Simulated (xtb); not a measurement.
**Al3N3H12 ((H2Al-mu-NH2)3) at GFN2-xTB**

Aim: an optimisation with harmonic vibrations of Al3N3H12 ((H2Al-mu-NH2)3). 

The calculation is run with xtb 6.7.1.

5 further runs of the same task are left out: 5 set aside as unsound or not needed.

**1. The system as given**

The species is Al3N3H12 (18 atoms), meant as a singlet with charge 0. Geometry: a GFN2-xTB relaxation, a rough one for these elements and not checked as a minimum. The run starts from this shape.

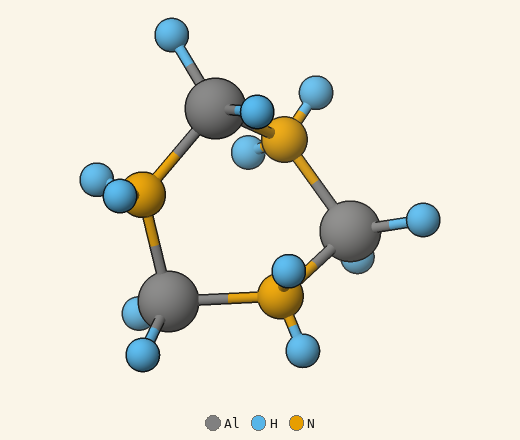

The structure, seen from a chosen angle (aluminium grey, hydrogen blue, nitrogen amber).

**2. An optimisation with harmonic vibrations at GFN2-xTB**

xtb.inp reads:

```
$chrg 0
$spin 0
$end
```

geom.xyz reads:

```xyz
18
start
Al     1.73345    -0.70650    -0.40931
H      2.56855     0.57983    -0.13858
H      2.37989    -2.04524    -0.86859
N      0.40026    -0.20201    -1.73307
Al    -1.30392     0.65431    -1.33244
H     -2.37390    -0.47173    -1.40575
H     -1.40575     1.95632    -2.18112
N     -0.96176     1.23438     0.48029
Al    -0.54100     0.14345     2.02897
H     -1.74852    -0.68594     2.54368
H      0.27337     1.06900     2.97586
N      0.59619    -1.13084     1.09465
H      0.17354    -1.03526    -2.28379
H      0.89355     0.41503    -2.38448
H     -1.63485     1.95768     0.74173
H     -0.06048     1.72650     0.38075
H      1.12167    -1.68182     1.77541
H     -0.11029    -1.77716     0.71579
```

On the command line:

```bash
$ xtb --ohess vtight --input xtb.inp -- geom.xyz > out.txt 2> xtb.err
```

What values should one expect? Wanted: total energy at the end; dipole moment; HOMO energy; LUMO energy; HOMO–LUMO gap; dispersion energy; mean polarisability; lowest harmonic wavenumber; highest harmonic wavenumber.

**Answer.** As computed:

Level: GFN2-xTB.

| quantity | value |
| --- | --- |
| total energy at the end | -18.28163 Eh |
| dipole moment | 1.46 D |
| HOMO energy | -10.51 eV |
| LUMO energy | -4.66 eV |
| HOMO–LUMO gap | 5.85 eV |
| dispersion energy | -41.12 kJ/mol |
| mean polarisability (D4 model) | 124.3 bohr³ |
| lowest harmonic wavenumber | 39 cm⁻¹ |
| highest harmonic wavenumber | 3290 cm⁻¹ |
| zero-point energy | 295.1 kJ/mol |

What this shows: At the final geometry: Some bond lengths: Al1–N4 1.947 Å, N4–Al5 1.947 Å, Al5–N8 1.931 Å, N8–Al9 1.944 Å, Al1–N12 1.931 Å, Al9–N12 1.945 Å, Al1–H2 1.559 Å, Al1–H3 1.555 Å, Al5–H6 1.559 Å, Al5–H7 1.555 Å, Al9–H10 1.553 Å, Al9–H11 1.553 Å, N4–H13 1.024 Å, N4–H14 1.024 Å, N8–H15 1.021 Å, N8–H16 1.030 Å. Some angles: Al1–N4–Al5 122.0°, N4–Al1–N12 100.1°, N4–Al5–N8 100.1°, Al5–N8–Al9 123.5°, N8–Al9–N12 95.8°, Al1–N12–Al9 123.5°, Al1–N4–H13 108.3°, Al1–N4–H14 106.0°, Al5–N4–H13 106.1°, Al5–N4–H14 108.3°. All 48 modes are real, so the shape is a minimum at this level.
